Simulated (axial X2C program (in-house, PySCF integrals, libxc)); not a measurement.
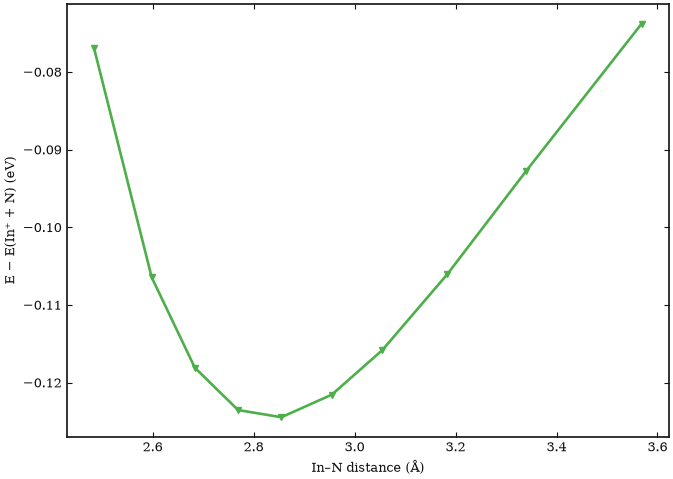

Fig. 1: Energy at 10 bond lengths, for one set of occupations held fixed; the line joins the points. A polynomial of degree 6 through 9 points gives rₑ = 2.833 Å, ωₑ = 101.7 cm⁻¹, ωₑxₑ = 2.4 cm⁻¹ and Bₑ = 0.1683 cm⁻¹. The minimum lies 0.12 eV below In⁺ + N, each computed as one determinant at the same level.

## Run report: InN⁺, relativistic diatomic calculation

InN⁺, single determinant with Ω = 3/2. Computed at this level: PBE0, two-component X2C with atomic mean-field Coulomb and Gaunt terms, In dyall-cv3z, N dyall-av3z (cores contracted) (axial X2C program (in-house, PySCF integrals, libxc)).

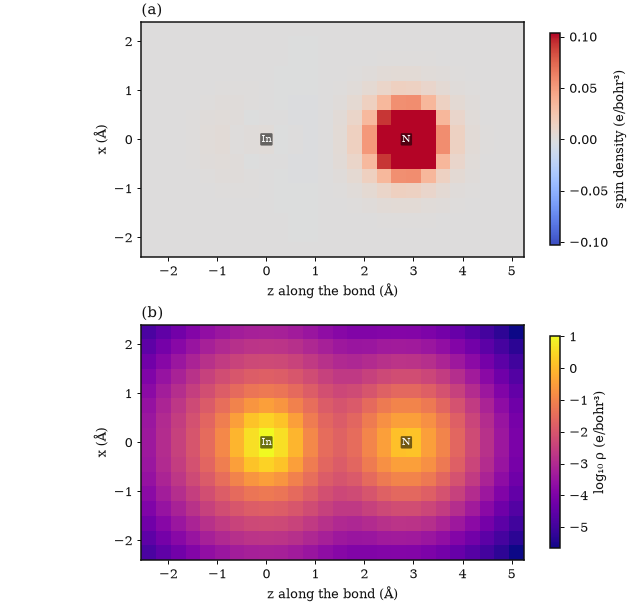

Fig. 2: (a) spin density; (b) electron density on a logarithmic scale, in a plane that holds the axis, at 2.85 Å, on points 0.3 Å apart (one half computed, the other mirrored); the structure near the nuclei is finer than these points.

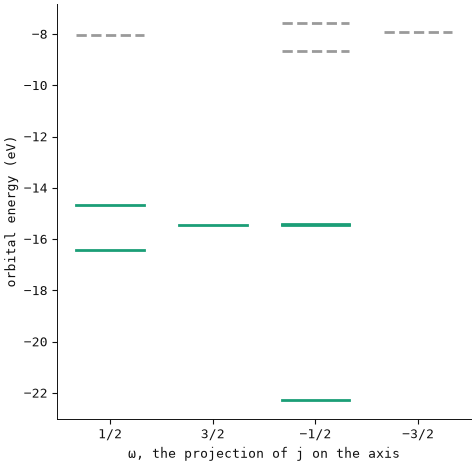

Fig. 3: Orbital energies near the frontier at 2.85 Å, filled (solid) and empty (dashed). The highest filled spinor (1/2; 51 % In s, 41 % N p) lies at −14.66 eV, the lowest empty one (−1/2; 57 % N p, 38 % In p) at −8.66 eV.

These pictures come from the run below.

## Input
```
{"zs": [49, 7], "q": 1, "bas": ["dyall-cv3z", "dyall-av3z"], "levels": ["PBE0", "HF", "BHandHLYP"], "cc": true, "r0": 1.96, "thr": -1.0, "nmax": 90, "npts": 10, "nst": 2, "ntry": 6}
```

The line is the task of a batch: nuclear charges, charge, bases, the levels to run, a first guess of the distance and further settings. This report covers PBE0 with spin-orbit coupling. The log is that of the reference distance 2.855 Å, started from orbitals converged before.

The run was one of a batch that the task file lists, launched with:
```bash
python <driver script> task.json out
```

## The program's output
```
two-component X2C + atomic mean field  PBE0
basis functions 186  fitting functions 940  grid points 5083
iter        total energy     max residual
   1      -5932.563544302     7.73e-06
   2      -5932.563544302     7.00e-06
converged
one-electron -8273.83112290  Coulomb 2448.39236933  exact exchange -41.23042047  xc functional -126.19109737  nuclear repulsion 63.57540573  atomic mean-field constant -3.27867860
```

## The points of the curve

| R (Å) | E (hartree) | dipole (D; origin at the first atom, positive when the second is positive) | highest filled (eV) | lowest empty (eV) |
| --- | --- | --- | --- | --- |
| 2.484 | −5932.561797 | 1.26 | −14.43 | −9.34 |
| 2.598 | −5932.562882 | 1.25 | −14.52 | −9.12 |
| 2.684 | −5932.563310 | 1.21 | −14.57 | −8.96 |
| 2.769 | −5932.563510 | 1.16 | −14.62 | −8.81 |
| 2.855 | −5932.563544 | 1.10 | −14.66 | −8.66 |
| 2.955 | −5932.563438 | 1.03 | −14.68 | −8.51 |
| 3.055 | −5932.563227 | 0.96 | −14.68 | −8.37 |
| 3.183 | −5932.562869 | 0.87 | −14.65 | −8.21 |
| 3.340 | −5932.562378 | 0.76 | −14.56 | −8.06 |
| 3.569 | −5932.561682 | 0.63 | −14.32 | −7.93 |

## Summary

| quantity | value |
| --- | --- |
| outcome | converged |
| bond length rₑ | 2.833 Å |
| ωₑ | 101.7 cm⁻¹ |
| energy at the minimum | −5932.56355 hartree |
| depth below the fragments | 0.12 eV |
| hardware | 1 thread of Arm Neoverse V1, 24 GiB of memory available, shared host |
| wall time | 6.7 s |
